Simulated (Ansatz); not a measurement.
The starting structures come from a database of crystals and need not be the phases stable at ambient conditions.

 Where the default PAW files enter, the runs use the earlier of Ansatz's two default sets.

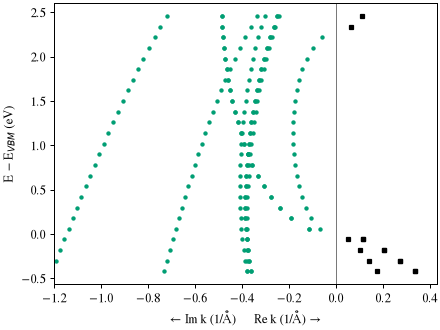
Fig. 1. Complex bands at the centre of the two-dimensional zone; PBEsol run with Ansatz (a program for electronic structure)

The gap is the functional's own, uncorrected, and κ follows it; spin-orbit coupling is left out. Mid-gap values are interpolated between the computed energies.

**Question.** This is Zn(GaS2)2 (I-4, not sure to be the ambient phase, 7 atoms a cell, 21.0 Å³ an atom) along the normal of (001). Read off the slowest decay at the centre of the two-dimensional zone at 1.14 eV, the computed energy nearest the middle of the gap.

**Answer.** κ ≈ 0.18 1/Å, a decay length 1/(2κ) of the density of 2.7 Å.
